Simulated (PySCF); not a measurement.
GW calculation, with input and output: C₂H₃F₃

C₂H₃F₃, computed with G0W0 (r2SCAN)/cc-pVDZ, RKS (PySCF 2.14.0).

The geometry comes from this level: PBE0-D4/def2-TZVP.

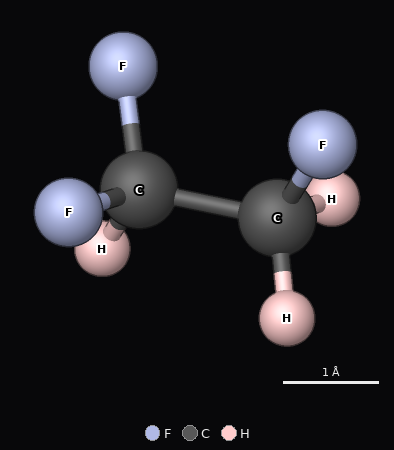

Figure 1. The structure (ball-and-stick view, seen at a tilt). Bond lengths as drawn: C–C 1.51 Å, C–F 1.35 to 1.37 Å and C–H 1.09 to 1.10 Å.

**Summary**

```json
{"quantity": "outcome", "value": "converged"}
{"quantity": "total energy", "value": "−377.376410 hartree"}
{"quantity": "basis functions", "value": "85"}
{"quantity": "HOMO", "value": "−7.92 eV"}
{"quantity": "LUMO", "value": "1.42 eV"}
{"quantity": "dipole moment", "value": "2.82 D"}
{"quantity": "hardware", "value": "1 thread of Arm Neoverse V1, 24 GiB of memory available, shared host"}
{"quantity": "wall time", "value": "22 s"}
{"quantity": "peak memory", "value": "0.47 GiB"}
```

**Input (calc.py)**
```python
from pyscf import gto, dft, gw

mol = gto.M(
    atom='''
F   -0.985900   1.458500   0.050800
C    0.087900   0.678700   0.379800
C   -0.007400  -0.670200  -0.285700
F   -1.136200  -1.311100   0.094600
F   -0.044700  -0.536600  -1.631300
H    0.112100   0.539700   1.464900
H    1.006200   1.174300   0.050700
H    0.852800  -1.298700  -0.023800
''',
    spin=0,
    basis='cc-pvdz',
    max_memory=1860,
    verbose=4,
)

mf = dft.RKS(mol)
mf.xc = 'r2scan'
mf.grids.level = 4
mf.conv_tol = 0.001
mf.kernel()

e_final = mf.e_tot
print('E(%s) = %.9f' % ('R2SCAN', e_final))

nocc = mol.nelec[0]
orbs = list(range(max(0, nocc - 2), min(mol.nao, nocc + 2)))
mygw = gw.GW(mf, freq_int='ac')
mygw.orbs = orbs
mygw.kernel()
print('orbital   mean field (eV)   quasiparticle (eV)')
for p in orbs:
    print('%4d %12.4f %12.4f' % (p + 1, mf.mo_energy[p] * 27.211386, mygw.mo_energy[p] * 27.211386))
```

Launch command:
```bash
OMP_NUM_THREADS=1 python calc.py
```

**Output**
```
PySCF version 2.14.0

[INPUT] num. atoms = 8
[INPUT] num. electrons = 42
[INPUT] charge = 0
[INPUT] spin (= nelec alpha-beta = 2S) = 0
[INPUT] symmetry False subgroup None
[INPUT] Mole.unit = angstrom
[INPUT] Symbol           X                Y                Z      unit          X                Y                Z       unit  Magmom
[INPUT]  1 F     -0.985900000000   1.458500000000   0.050800000000 AA   -1.863080986209   2.756165552678   0.095998087128 Bohr   0.0
[INPUT]  2 C      0.087900000000   0.678700000000   0.379800000000 AA    0.166106926349   1.282557120742   0.717717982110 Bohr   0.0
[INPUT]  3 C     -0.007400000000  -0.670200000000  -0.285700000000 AA   -0.013983973322  -1.266494448684  -0.539894753788 Bohr   0.0
[INPUT]  4 F     -1.136200000000  -1.311100000000   0.094600000000 AA   -2.147106822731  -2.477619921917   0.178768091384 Bohr   0.0
[INPUT]  5 F     -0.044700000000  -0.536600000000  -1.631300000000 AA   -0.084470757768  -1.014027038442  -3.082710227003 Bohr   0.0
[INPUT]  6 H      0.112100000000   0.539700000000   1.464900000000 AA    0.211838298564   1.019885189428   2.768259799875 Bohr   0.0
[INPUT]  7 H      1.006200000000   1.174300000000   0.050700000000 AA    1.901442426537   2.219105388077   0.095809114515 Bohr   0.0
[INPUT]  8 H      0.852800000000  -1.298700000000  -0.023800000000 AA    1.611558439029  -2.454187317973  -0.044975481765 Bohr   0.0

nuclear repulsion = 194.036002100307
number of shells = 34
number of NR pGTOs = 151
number of NR cGTOs = 85
basis = cc-pvdz
ecp = {}

******** <class 'pyscf.dft.rks.RKS'> ********
method = RKS
initial guess = minao
damping factor = 0
level_shift factor = 0
DIIS = <class 'pyscf.scf.diis.CDIIS'>
diis_start_cycle = 1
diis_space = 8
diis_damp = 0
SCF conv_tol = 0.001
SCF conv_tol_grad = None
SCF max_cycles = 50
direct_scf = True
direct_scf_tol = 1e-13
XC library pyscf.dft.libxc version 7.0.0
    S. Lehtola, C. Steigemann, M. J.T. Oliveira, and M. A.L. Marques.,  SoftwareX 7, 1–5 (2018)
XC functionals = r2scan
    J. W. Furness, A. D. Kaplan, J. Ning, J. P. Perdew, and J. Sun.,  J. Phys. Chem. Lett. 11, 8208-8215 (2020)
    J. W. Furness, A. D. Kaplan, J. Ning, J. P. Perdew, and J. Sun.,  J. Phys. Chem. Lett. 11, 9248-9248 (2020)
    J. W. Furness, A. D. Kaplan, J. Ning, J. P. Perdew, and J. Sun.,  J. Phys. Chem. Lett. 11, 8208-8215 (2020)
    J. W. Furness, A. D. Kaplan, J. Ning, J. P. Perdew, and J. Sun.,  J. Phys. Chem. Lett. 11, 9248-9248 (2020)
radial grids:
    Treutler-Ahlrichs [JCP 102, 346 (1995); DOI:10.1063/1.469408] (M4) radial grids

becke partition: Becke, JCP 88, 2547 (1988); DOI:10.1063/1.454033
pruning grids: <function nwchem_prune>
grids dens level: 4
symmetrized grids: False
atomic radii adjust function: <function treutler_atomic_radii_adjust>
small_rho_cutoff = 0
Set gradient conv threshold to 0.0316228
Initial guess from minao.
tot grids = 190848
init E= -377.850114921285
  HOMO = -0.349878016151658  LUMO = 0.0128292082329891  gap/eV = 9.86977
cycle= 1 E= -377.27665313618  delta_E= 0.573  |g|= 0.792  |ddm|= 2.55
  HOMO = -0.227001590721232  LUMO = 0.0396281953879969  gap/eV = 7.25537
cycle= 2 E= -377.065508490808  delta_E= 0.211  |g|= 1.38  |ddm|=  1.4
  HOMO = -0.283923042537507  LUMO = 0.059612826870997  gap/eV = 9.34809
cycle= 3 E= -377.374969043592  delta_E= -0.309  |g|= 0.0784  |ddm|= 0.931
  HOMO = -0.294180171186994  LUMO = 0.0493946619646604  gap/eV = 9.34915
cycle= 4 E= -377.37618309783  delta_E= -0.00121  |g|= 0.0344  |ddm|= 0.0791
  HOMO = -0.291714862446453  LUMO = 0.0518918590858748  gap/eV = 9.35002
cycle= 5 E= -377.376426176649  delta_E= -0.000243  |g|= 0.00905  |ddm|= 0.0277
  HOMO = -0.291225691049108  LUMO = 0.052349522727706  gap/eV = 9.34916
```

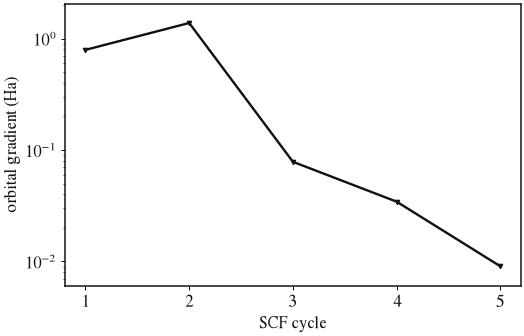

Figure 2. Convergence of the self-consistent field: orbital gradient against the SCF cycle. The residual falls almost steadily, with no more than small rises.

```
Extra cycle  E= -377.376410141756  delta_E= 1.6e-05  |g|= 0.0134  |ddm|= 0.0132
converged SCF energy = -377.376410141756
E(R2SCAN) = -377.376410142

******** <class 'pyscf.gw.gw_ac.GWAC'> ********
method = GWAC
GW nocc = 21, nvir = 64
frozen orbitals = None
off-diagonal self-energy = False
GW density matrix = False
density-fitting for exchange = False
outcore for self-energy= False
broadening parameter = 5.000e-03
number of grids = 100
analytic continuation method = pade
imaginary frequency cutoff = 5.0
Pade points = 18
Pade step ratio = 0.667
use perturbative linearized QP eqn = False
QPE max iter = 100
QPE tolerance = 1.0e-06

Starting get_sigma_diag main loop with 100 frequency points.
   0    1    2    3    4    5    6    7    8    9   10   11
  12   13   14   15   16   17   18   19   20   21   22   23
  24   25   26   27   28   29   30   31   32   33   34   35
  36   37   38   39   40   41   42   43   44   45   46   47
  48   49   50   51   52   53   54   55   56   57   58   59
  60   61   62   63   64   65   66   67   68   69   70   71
  72   73   74   75   76   77   78   79   80   81   82   83
  84   85   86   87   88   89   90   91   92   93   94   95
  96   97   98   99
Finished get_sigma_diag main loop.

WARN: GW QP energies may not be sorted from min to max

orbital   mean field (eV)   quasiparticle (eV)
  20      -8.5547     -12.4521
  21      -7.9247     -11.5650
  22       1.4245       4.9711
  23       2.1302       5.3406
```

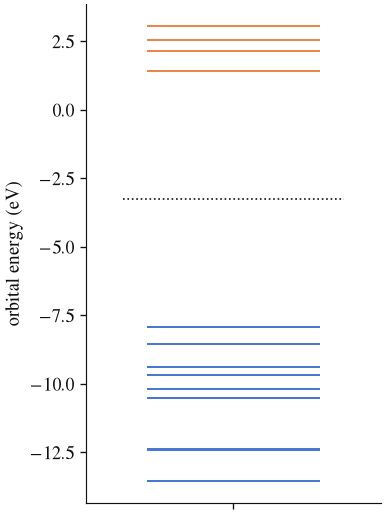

Figure 3. Orbital energies near the frontier; the dotted line parts filled from empty levels, and levels within 0.02 eV of each other stand side by side. Highest filled −7.92 eV, lowest empty 1.42 eV, 9.34 eV apart.
